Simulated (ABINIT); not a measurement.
# VCu3S4 (Sulvanite): a self-consistent loop beyond G0W0, cycle by cycle

Wanted: G0W0 and self-consistent gaps of VCu3S4 (Sulvanite), with the cost of the cycles.

Method: LDA and many-body steps on it, plane waves, in ABINIT 10.8.3.

In doubt: a PseudoDojo file used here is known to give poor structures and forces, which bears on pressures, cells, forces and phonons.

## Step 1: Starting point

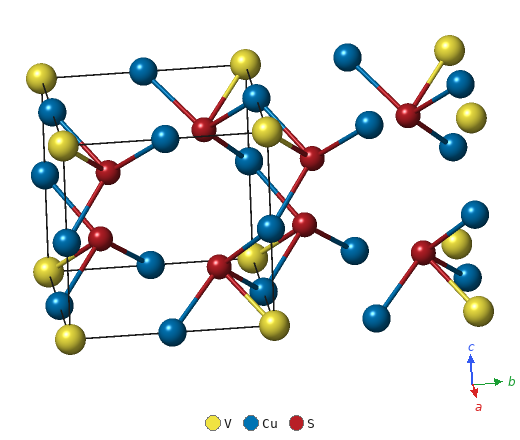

Start, viewed slightly off an axis; vanadium yellow, copper blue, sulfur red. 1×2×1 cells are drawn. Bonds to atoms that aren't drawn are left out. Some periodic images of atoms are drawn too.

Coordinates:

```cif
data_structure
_symmetry_space_group_name_H-M 'P 1'
_symmetry_Int_Tables_number 1
_cell_length_a 5.3912
_cell_length_b 5.3912
_cell_length_c 5.3912
_cell_angle_alpha 90.000
_cell_angle_beta 90.000
_cell_angle_gamma 90.000
_cell_volume 156.70
loop_
_atom_site_label
_atom_site_type_symbol
_atom_site_fract_x
_atom_site_fract_y
_atom_site_fract_z
_atom_site_occupancy
V1 V 0.00000 0.00000 0.00000 1
Cu2 Cu 0.50000 0.00000 0.00000 1
Cu3 Cu 0.00000 0.50000 0.00000 1
Cu4 Cu 0.00000 0.00000 0.50000 1
S5 S 0.23720 0.23720 0.23720 1
S6 S 0.23720 0.76280 0.76280 1
S7 S 0.76280 0.76280 0.23720 1
S8 S 0.76280 0.23720 0.76280 1
```

The cell and positions come from the Crystallography Open Database and are kept as given unless a step says otherwise.

## Step 2: Empty states on the mesh, 2×2×2 mesh, 210 bands

This step: ABINIT 10.8.3; DFT, LDA, plane waves, norm-conserving pseudopotentials.

The sums over transitions need many empty states on a uniform mesh; this step solves for them.

Contents of run.abi:

```
acell 3*1.0 Angstrom
rprim 
  5.391200000000 0.000000000000 0.000000000000
  0.000000000000 5.391200000000 0.000000000000
  0.000000000000 0.000000000000 5.391200000000
ntypat 3
znucl 23 29 16
natom 8
typat 1 2 2 2 3 3 3 3
xred 
  0.000000000000 0.000000000000 0.000000000000
  0.500000000000 0.000000000000 0.000000000000
  0.000000000000 0.500000000000 0.000000000000
  0.000000000000 0.000000000000 0.500000000000
  0.237200000000 0.237200000000 0.237200000000
  0.237200000000 0.762800000000 0.762800000000
  0.762800000000 0.762800000000 0.237200000000
  0.762800000000 0.237200000000 0.762800000000
pp_dirpath "pseudos"
pseudos "V.upf, Cu.upf, S.upf"
ecut 38
ngkpt 2 2 2
nshiftk 1
shiftk 0 0 0
kptopt 1
chksymbreak 0
iscf -2
irdden 1
istwfk *1
nband 210
nbdbuf 18
tolwfr 1e-09
nstep 60
prtvol 0
indata_prefix "in"
outdata_prefix "out"
tmpdata_prefix "tmp"
```

Started as:

```
$ OMP_NUM_THREADS=1 mpirun -n 8 abinit run.abi > log
```

Numbers of over 12 decimals in the logs are rounded to 6 here.

Log:

```text
.Version 10.8.3 of ABINIT. v10.8.2 released Aug 2026.

 Symmetries : space group P-4 3 m (#215); Bravais cP (primitive cubic)
[... echo of the input left out ...]
== DATASET  1 ==================================================================
-   mpi_nproc: 8, omp_nthreads: 1 (-1 if OMP is not activated)
-    --> not optimal distribution: autoparal keyword recommended in input file <--

--- !DatasetInfo
iteration_state: {dtset: 1, }
dimensions: {natom: 8, nkpt: 4, mband: 210, nsppol: 1, nspinor: 1, nspden: 1, mpw: 11872, }
cutoff_energies: {ecut:  38.0, pawecutdg:  -1.0, }
[...]
1.89234    1.89234    1.89234    1.89745    1.89745    1.90984    1.90984    1.90984
   1.94561    1.94561    1.94561    1.94921    1.94921    1.94921    1.97393    2.01115
   2.01116    2.01329
 prteigrs : prtvol=0 or 1, do not print more k-points.

== END DATASET(S) ==============================================================
================================================================================

 -outvars: echo values of variables after computation  --------
            nband         210
             nkpt           4
          spgroup         215
 [... the other variables as echoed above ...]

 Calculation completed.
```

Wall time 2.2 min (8 MPI ranks of Arm Neoverse V1, shared host); peak memory 0.79 GiB.

Numbers from this step:

```
gap                                                           : 0.9837 eV
k of the valence top                                          : 0.5, 0.5, 0.5
k of the conduction bottom                                    : 0.5, 0, 0
least direct gap                                              : 1.388 eV
k points computed                                             : 4
lowest point of the top converged band, above the valence top : 46.91 eV
```

On this mesh the gap is 0.984 eV.

The density comes from a self-consistent run that is not shown.

## Step 3: Screening, 2×2×2 mesh, 192 bands, screening to 130.6 eV

The RPA dielectric matrix is built and inverted for each q.

This step: RPA screening on LDA, plane waves, norm-conserving pseudopotentials.

Edit run.abi of step 2 so:

```diff
@@ -26,10 +26,11 @@
 chksymbreak 0
-iscf -2
-irdden 1
 istwfk *1
-nband 210
-nbdbuf 18
-tolwfr 1e-09
-nstep 60
-prtvol 0
+occopt 1
+irdwfk 1
+optdriver 3
+nband 192
+ecuteps 4.8
+inclvkb 2
+awtr 1
+symchi 1
 indata_prefix "in"
```

Log:

```text
.Version 10.8.3 of ABINIT. v10.8.2 released Aug 2026.

 Symmetries : space group P-4 3 m (#215); Bravais cP (primitive cubic)
[... echo of the input left out ...]
== DATASET  1 ==================================================================
-   mpi_nproc: 8, omp_nthreads: 1 (-1 if OMP is not activated)

--- !DatasetInfo
iteration_state: {dtset: 1, }
dimensions: {natom: 8, nkpt: 4, mband: 192, nsppol: 1, nspinor: 1, nspden: 1, mpw: 11872, }
cutoff_energies: {ecut:  38.0, pawecutdg:  -1.0, }
electrons: {nelect:   9.40000000E+01, charge:   0.00000000E+00, occopt:   1.00000000E+00, tsmear:   1.00000000E-02, }

 SCREENING: Calculation of the susceptibility and dielectric matrices

 Based on a program developped by R.W. Godby, V. Olevano, G. Onida, and L. Reining.
 Incorporated in ABINIT by V. Olevano, G.-M. Rignanese, and M. Torrent.
.Using double precision arithmetic ; gwpc =  8

[... cell and pseudopotentials left out ...]
--------------------------------------------------------------------------------

 ==== K-mesh for the wavefunctions ====
 Number of points in the irreducible wedge :     4
[... list of points left out ...]
 Together with 24 symmetry operations and time-reversal symmetry
 yields     8 points in the full Brillouin Zone.

 ==== Q-mesh for the screening function ====
 Number of points in the irreducible wedge :     4
[... list of points left out ...]
 Together with 24 symmetry operations and time-reversal symmetry
 yields     8 points in the full Brillouin Zone.

 setmesh: FFT mesh size selected  =    40x   40x   40
          total number of points  =        64000

 vcoul_init : cutoff-mode = AUXILIARY_FUNCTION
 q-points for optical limit:   1
     1)      0.000010    0.000020    0.000030

- screening: taking advantage of time-reversal symmetry
- Maximum band index for partially occupied states nbvw = 47
- Remaining bands to be divided among processors   nbcw = 145
- Number of bands treated by each node ~18

 Number of electrons calculated from density =   94.0000; Expected =   94.0000
 average of density, n =  0.088895
 r_s =    1.3900
 omega_plasma =   28.7603 [eV]

 calculating chi0 at frequencies [eV] :
  1    0.000000E+00    0.000000E+00
  2    0.000000E+00    2.876028E+01

--------------------------------------------------------------------------------
  q-point number  1        q = ( 0.000000, 0.000000, 0.000000) [r.l.u.]
--------------------------------------------------------------------------------
[... chi0 elements left out ...]
 For q-point:  0.000010 0.000020 0.000030
  dielectric constant =   7.7950
  dielectric constant without local fields =  10.0043

  Average fulfillment of the sum rule on Im[epsilon] for q-point    1 :     38.99  [%]
[... wings left out ...]
  q-point number  2        q = ( 0.500000, 0.000000, 0.000000) [r.l.u.]
--------------------------------------------------------------------------------
[... chi0 elements left out ...]
  Average fulfillment of the sum rule on Im[epsilon] for q-point    2 :     42.46  [%]

 [... 2 further q-points ...]
```

Elapsed: 78 s, on 8 MPI ranks; peak memory 3.9 GiB.

This step gave:

| Item | Value |
| --- | --- |
| ε∞ with local fields, on this mesh, along the program's q direction | 7.795 |
| the same without local fields | 10.00 |
| plasma frequency | 28.76 eV |
| plane waves in the screening matrix | 515 |

Local fields lower ε∞ by 22 %. On a Γ-centred mesh this coarse the value itself is usually too large, while a short band sum pulls it down.

## Step 4: G0W0

The self-energy is evaluated for the states that the input lists, and the levels follow from it, in one-shot runs by the linearised quasiparticle equation.

This step: G0W0 on LDA, plane waves, norm-conserving pseudopotentials.

Edit run.abi of step 3 so:

```diff
@@ -29,8 +29,21 @@
 irdwfk 1
-optdriver 3
+optdriver 4
 nband 192
+gwcalctyp 0
+ecutsigx 38
+symsigma 1
+nkptgw 4
+kptgw 
+  0.5000000000 0.5000000000 0.5000000000
+  0.5000000000 0.0000000000 0.0000000000
+  0.5000000000 0.5000000000 0.0000000000
+  0.0000000000 0.0000000000 0.0000000000
+bdgw 
+  45 49
+  46 49
+  45 49
+  45 49
 ecuteps 4.8
-inclvkb 2
-awtr 1
-symchi 1
+irdscr 1
+ppmodel 1
 indata_prefix "in"
```

Log:

```text
.Version 10.8.3 of ABINIT. v10.8.2 released Aug 2026.

 Symmetries : space group P-4 3 m (#215); Bravais cP (primitive cubic)
[... echo of the input left out ...]
== DATASET  1 ==================================================================
-   mpi_nproc: 8, omp_nthreads: 1 (-1 if OMP is not activated)

--- !DatasetInfo
iteration_state: {dtset: 1, }
dimensions: {natom: 8, nkpt: 4, mband: 192, nsppol: 1, nspinor: 1, nspden: 1, mpw: 11872, }
cutoff_energies: {ecut:  38.0, pawecutdg:  -1.0, }
electrons: {nelect:   9.40000000E+01, charge:   0.00000000E+00, occopt:   1.00000000E+00, tsmear:   1.00000000E-02, }

 SIGMA: Calculation of the GW corrections

 Based on a program developped by R.W. Godby, V. Olevano, G. Onida, and L. Reining.
 Incorporated in ABINIT by V. Olevano, G.-M. Rignanese, and M. Torrent.
.Using double precision arithmetic ; gwpc =  8

[... cell and pseudopotentials left out ...]
--------------------------------------------------------------------------------

 ==== K-mesh for the wavefunctions ====
 Number of points in the irreducible wedge :     4
[... list of points left out ...]
 Together with 24 symmetry operations and time-reversal symmetry
 yields     8 points in the full Brillouin Zone.

 ==== Q-mesh for screening function ====
 Number of points in the irreducible wedge :     4
[... list of points left out ...]
 Together with 24 symmetry operations and time-reversal symmetry
 yields     8 points in the full Brillouin Zone.

 vcoul_init : cutoff-mode = AUXILIARY_FUNCTION
 q-points for optical limit:   1
     1)      0.000010    0.000020    0.000030
 setmesh: FFT mesh size selected  =    60x   60x   60
          total number of points  =       216000

 Number of electrons calculated from density =   94.0000; Expected =   94.0000
 average of density, n =  0.088895
 r_s =    1.3900
 omega_plasma =   28.7603 [eV]

 === KS Band Gaps ===
  >>>> For spin  1
   Minimum direct gap =   1.3875 [eV], located at k-point      :   0.5000  0.5000  0.0000
   Fundamental gap    =   0.9836 [eV], Top of valence bands at :   0.5000  0.5000  0.5000
                                       Bottom of conduction at :   0.5000  0.0000  0.0000
 SIGMA fundamental parameters:
 PLASMON POLE MODEL  1
 number of plane-waves for SigmaX                11753
 number of plane-waves for SigmaC and W            515
 number of plane-waves for wavefunctions         11753
 number of bands                                   192
 number of independent spin polarizations            1
 number of spinorial components                      1
 number of k-points in IBZ                           4
 number of q-points in IBZ                           4
 number of symmetry operations                      24
 number of k-points in BZ                            8
 number of q-points in BZ                            8
 number of frequencies for dSigma/dE                 9
 frequency step for dSigma/dE [eV]                0.25
 number of omega for Sigma on real axis              0
 max omega for Sigma on real axis  [eV]           0.00
 zcut for avoiding poles [eV]                     0.10

 EPSILON^-1 parameters (SCR file):
 dimension of the eps^-1 matrix on file            515
 dimension of the eps^-1 matrix used               515
 number of plane-waves for wavefunctions         11753
 number of bands                                   192
 number of q-points in IBZ                           4
 number of frequencies                               2
 number of real frequencies                          1
 number of imag frequencies                          1

 matrix elements of self-energy operator (all in [eV])

 Perturbative Calculation

--- !SelfEnergy_ee
iteration_state: {dtset: 1, }
kpoint     : [   0.500,    0.500,    0.500, ]
spin       : 1
KS_gap     :    1.530
QP_gap     :    2.655
Delta_QP_KS:    1.126
data: !SigmaeeData |
     Band     E0 <VxcDFT>   SigX SigC(E0)      Z dSigC/dE  Sig(E)    E-E0       E
       45   4.198 -21.975 -26.325   4.341   0.750  -0.333 -21.982  -0.007   4.192
       46   4.198 -21.975 -26.325   4.341   0.750  -0.333 -21.982  -0.007   4.192
       47   4.198 -21.975 -26.325   4.341   0.750  -0.333 -21.982  -0.007   4.192
       48   5.728 -20.272 -15.030  -3.725   0.738  -0.355 -19.153   1.119   6.847
       49   5.728 -20.272 -15.030  -3.725   0.738  -0.355 -19.153   1.119   6.847

--- !SelfEnergy_ee
iteration_state: {dtset: 1, }
kpoint     : [   0.500,    0.000,    0.000, ]
spin       : 1
KS_gap     :    1.567
QP_gap     :    2.743
Delta_QP_KS:    1.176
data: !SigmaeeData |
     Band     E0 <VxcDFT>   SigX SigC(E0)      Z dSigC/dE  Sig(E)    E-E0       E
       46   3.615 -22.959 -27.618   4.743   0.742  -0.348 -22.897   0.062   3.677
[...]
--- !SelfEnergy_ee
iteration_state: {dtset: 1, }
kpoint     : [   0.500,    0.500,    0.000, ]
spin       : 1
KS_gap     :    1.387
QP_gap     :    2.779
Delta_QP_KS:    1.392
data: !SigmaeeData |
     Band     E0 <VxcDFT>   SigX SigC(E0)      Z dSigC/dE  Sig(E)    E-E0       E
[...]
--- !SelfEnergy_ee
iteration_state: {dtset: 1, }
kpoint     : [   0.000,    0.000,    0.000, ]
spin       : 1
KS_gap     :    1.741
QP_gap     :    2.811
Delta_QP_KS:    1.070
data: !SigmaeeData |
     Band     E0 <VxcDFT>   SigX SigC(E0)      Z dSigC/dE  Sig(E)    E-E0       E
[...]
47   3.563 -24.990 -29.071   4.521   0.732  -0.366 -24.667   0.322   3.885
       48   5.304 -23.037 -17.007  -4.114   0.727  -0.376 -21.645   1.392   6.696
       49   5.304 -23.037 -17.007  -4.114   0.727  -0.376 -21.645   1.392   6.696

 New Fermi energy :        1.824530E-01 Ha ,    4.964799E+00 eV

 === QP Band Gaps ===
  >>>> For spin  1
   Minimum direct gap =   2.6552 [eV], located at k-point      :   0.5000  0.5000  0.5000
   Fundamental gap    =   2.2280 [eV], Top of valence bands at :   0.5000  0.5000  0.5000
                                       Bottom of conduction at :   0.5000  0.0000  0.0000

== END DATASET(S) ==============================================================
================================================================================

 -outvars: echo values of variables after computation  --------
           etotal      0.0000000000E+00
            nband         192
             nkpt           4
          spgroup         215
 [... the other variables as echoed above ...]

 Calculation completed.
```

Run time: 35 s. Hardware: 8 MPI ranks; peak memory 2.5 GiB; 4.7 min of CPU time.

This step gave:

```
G0W0 gap on the mesh                         : 2.228 eV
starting gap on the mesh                     : 0.9837 eV
k of the valence top                         : 0.5, 0.5, 0.5
k of the conduction bottom                   : 0.5, 0, 0
Z at the valence top                         : 0.75
Z at the conduction bottom                   : 0.739
least direct G0W0 gap on the computed points : 2.655 eV
```

The gap on the mesh goes from 0.98 eV to 2.23 eV, a correction of +1.24 eV.

## Step 5: evGW0, cycle 1

This step: evGW0 on LDA, plane waves, norm-conserving pseudopotentials.

Edit run.abi of step 4 so:

```diff
@@ -31,3 +31,3 @@
 nband 192
-gwcalctyp 0
+gwcalctyp 10
 ecutsigx 38
@@ -36,11 +36,11 @@
 kptgw 
-  0.5000000000 0.5000000000 0.5000000000
+  0.0000000000 0.0000000000 0.0000000000
   0.5000000000 0.0000000000 0.0000000000
   0.5000000000 0.5000000000 0.0000000000
-  0.0000000000 0.0000000000 0.0000000000
+  0.5000000000 0.5000000000 0.5000000000
 bdgw 
-  45 49
-  46 49
-  45 49
-  45 49
+  21 62
+  21 62
+  21 62
+  21 62
 ecuteps 4.8
```

Log:

```text
.Version 10.8.3 of ABINIT. v10.8.2 released Aug 2026.

 Symmetries : space group P-4 3 m (#215); Bravais cP (primitive cubic)
[... echo of the input left out ...]
== DATASET  1 ==================================================================
-   mpi_nproc: 8, omp_nthreads: 1 (-1 if OMP is not activated)

--- !DatasetInfo
iteration_state: {dtset: 1, }
dimensions: {natom: 8, nkpt: 4, mband: 192, nsppol: 1, nspinor: 1, nspden: 1, mpw: 11872, }
cutoff_energies: {ecut:  38.0, pawecutdg:  -1.0, }
electrons: {nelect:   9.40000000E+01, charge:   0.00000000E+00, occopt:   1.00000000E+00, tsmear:   1.00000000E-02, }

 SIGMA: Calculation of the GW corrections

 Based on a program developped by R.W. Godby, V. Olevano, G. Onida, and L. Reining.
 Incorporated in ABINIT by V. Olevano, G.-M. Rignanese, and M. Torrent.
.Using double precision arithmetic ; gwpc =  8

[... cell and pseudopotentials left out ...]
--------------------------------------------------------------------------------

 ==== K-mesh for the wavefunctions ====
 Number of points in the irreducible wedge :     4
[... list of points left out ...]
 Together with 24 symmetry operations and time-reversal symmetry
 yields     8 points in the full Brillouin Zone.

 ==== Q-mesh for screening function ====
 Number of points in the irreducible wedge :     4
[... list of points left out ...]
 Together with 24 symmetry operations and time-reversal symmetry
 yields     8 points in the full Brillouin Zone.

 vcoul_init : cutoff-mode = AUXILIARY_FUNCTION
 q-points for optical limit:   1
     1)      0.000010    0.000020    0.000030
 setmesh: FFT mesh size selected  =    60x   60x   60
          total number of points  =       216000

 Number of electrons calculated from density =   94.0000; Expected =   94.0000
[...]
--- !SelfEnergy_ee
iteration_state: {dtset: 1, }
kpoint     : [   0.500,    0.500,    0.000, ]
spin       : 1
KS_gap     :    1.387
QP_gap     :    2.779
Delta_QP_KS:    1.392
data: !SigmaeeData |
     Band     E_DFT   <VxcDFT>   E(N-1)  <Hhartree>   SigX  SigC[E(N-1)]    Z     dSigC/dE  Sig[E(N)]  DeltaE  E(N)_pert E(N)_diago
[...]
--- !SelfEnergy_ee
iteration_state: {dtset: 1, }
kpoint     : [   0.500,    0.500,    0.500, ]
spin       : 1
KS_gap     :    1.530
QP_gap     :    2.655
Delta_QP_KS:    1.126
data: !SigmaeeData |
     Band     E_DFT   <VxcDFT>   E(N-1)  <Hhartree>   SigX  SigC[E(N-1)]    Z     dSigC/dE  Sig[E(N)]  DeltaE  E(N)_pert E(N)_diago
[...]
61    12.292   -12.672    12.292    24.964    -6.892    -4.610     0.781    -0.280   -11.758     0.914    13.206    13.463
       62    12.292   -12.672    12.292    24.964    -6.892    -4.610     0.781    -0.280   -11.758     0.914    13.206    13.463

 New Fermi energy :        2.029845E-01 Ha ,    5.523490E+00 eV

 === QP Band Gaps ===
  >>>> For spin  1
   Minimum direct gap =   3.0551 [eV], located at k-point      :   0.5000  0.5000  0.5000
   Fundamental gap    =   2.6681 [eV], Top of valence bands at :   0.5000  0.5000  0.5000
                                       Bottom of conduction at :   0.5000  0.0000  0.0000

 writing QP data on file : out_QPS

 Convergence of QP corrections
 >>>>> For spin  1 <<<<<
.  kptgw no:  1; Maximum DeltaE = (  -0.050  -0.000) for band index: 28
.  kptgw no:  2; Maximum DeltaE = (  -0.018  -0.002) for band index: 29
.  kptgw no:  3; Maximum DeltaE = (   0.014   0.005) for band index: 28
.  kptgw no:  4; Maximum DeltaE = (  -0.001  -0.001) for band index: 30

== END DATASET(S) ==============================================================
================================================================================

 -outvars: echo values of variables after computation  --------
           etotal      0.0000000000E+00
            nband         192
             nkpt           4
          spgroup         215
 [... the other variables as echoed above ...]

 Calculation completed.
```

Wall time 4.6 min (8 MPI ranks); peak memory 7.8 GiB; 37 min of CPU time.

Numbers from this step:

```
quasiparticle gap on the mesh                         : 2.669 eV
gap of the density functional on the mesh             : 0.9837 eV
k of the valence top                                  : 0.5, 0.5, 0.5
k of the conduction bottom                            : 0.5, 0, 0
Z at the valence top                                  : 0.75
Z at the conduction bottom                            : 0.739
least direct quasiparticle gap on the computed points : 3.056 eV
```

Against G0W0 in ABINIT (2×2×2 mesh, 192 bands, screening to 130.6 eV, Godby-Needs plasmon pole), the gap moves by +0.441 eV. This first cycle still uses the starting levels; it takes the full correction, at all points of the mesh, and its linearised value is 2.228 eV.

(Continued in part 2 of 3.)

[Paths, hosts, dates, memory and timing lines, banners, echoed tables and standing remarks are left out of the program output.]

[Logs are printed without paths, hosts, clocks, repeated set-up lines and the standing remarks that a program may print on its own settings, such as how far it seeks lower states.]

[Runs of the session that timed out or met a known fault of the program may be left out.]

[Hosts, paths, dates, database ids (printed as entryN), source tags and the programs' standing remarks are cut or masked in the printed files.]

[G0W0 gaps are taken among the corrected bands and points alone; a level outside them can change the order at an edge.]

[Where Ansatz stands beside ABINIT at settings called matched, ABINIT's density can come from a denser mesh and the files from another edition; pairs whose starting gaps differed by over 0.03 eV were left out, so agreement reads better than it is.]
